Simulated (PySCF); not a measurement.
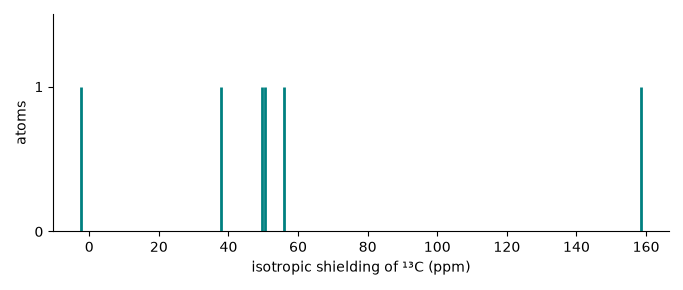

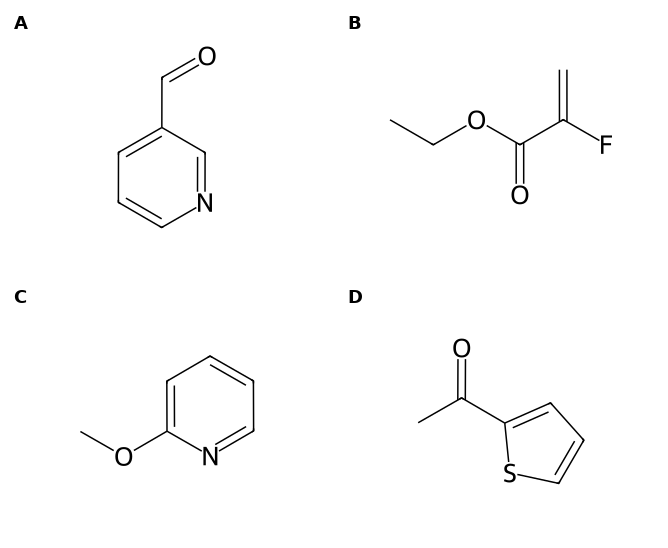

The sticks are computed shieldings of one of the molecules, for one fixed geometry (PBE0-D3(BJ)/def2-SVP) without averaging over rotations. Low shielding means a high chemical shift. Method: GIAO PBE0/6-311+G(2d,p) NMR shielding, non-relativistic, gas phase (PySCF 2.14.0).

Question: Which molecule gives this pattern?

Answer: D, `CC(=O)c1cccs1`. Its 6 C atoms give lines at −2.3, 37.8, 49.7, 50.6, 56.0, 158.4 ppm.
